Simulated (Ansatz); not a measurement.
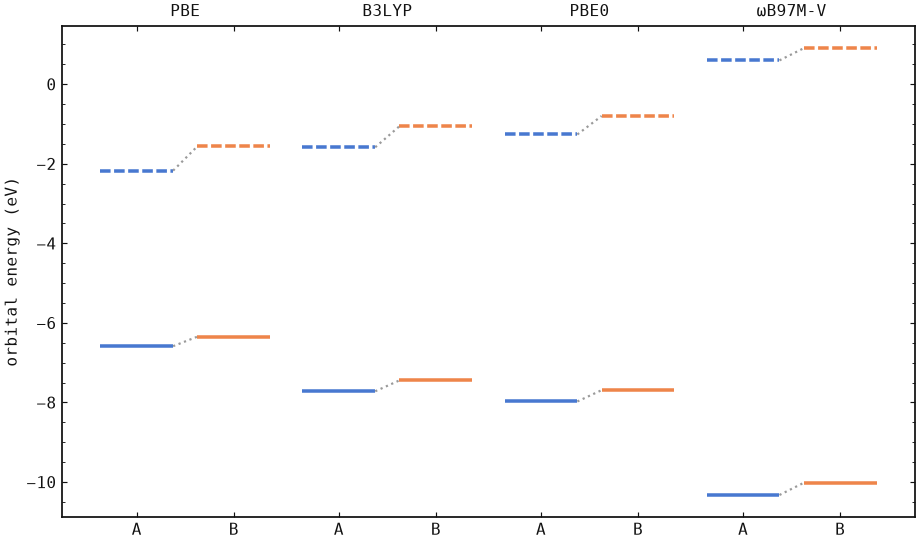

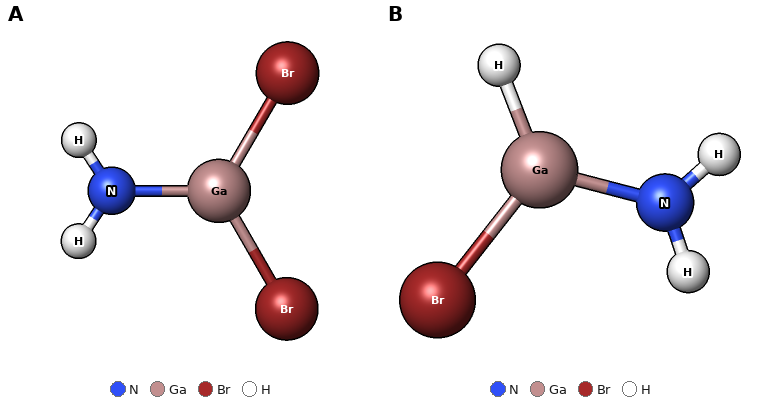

One change: A, GaNH₂Br₂ (SMILES [NH2][Ga]([Br])[Br]), becomes B, GaNH₃Br (SMILES [NH2][GaH][Br]). Br on Ga is replaced by H. HOMO (solid) and LUMO (dashed) computed in def2-TZVPP at PBE0-D4/def2-TZVP geometries, both minima by their frequencies, gas phase, the Ansatz code. Empty levels above zero depend strongly on the basis.

> What does the change do to HOMO and LUMO?

PBE: the HOMO rises by 0.24 eV, the LUMO rises by 0.61 eV, and the separation goes from 4.41 to 4.79 eV. B3LYP: the HOMO rises by 0.27 eV, the LUMO rises by 0.53 eV, and the separation goes from 6.13 to 6.39 eV. PBE0: the HOMO rises by 0.28 eV, the LUMO rises by 0.46 eV, and the separation goes from 6.71 to 6.89 eV. ωB97M-V: the HOMO rises by 0.31 eV, the LUMO rises by 0.31 eV, and the separation goes from 10.93 to 10.92 eV.

> Do the functionals agree on the effect?

They agree on the direction for both levels; the HOMO shift lies between 0.24 and 0.31 eV and the LUMO shift between 0.31 and 0.61 eV, while the separations themselves differ by up to 6.5 eV between functionals.
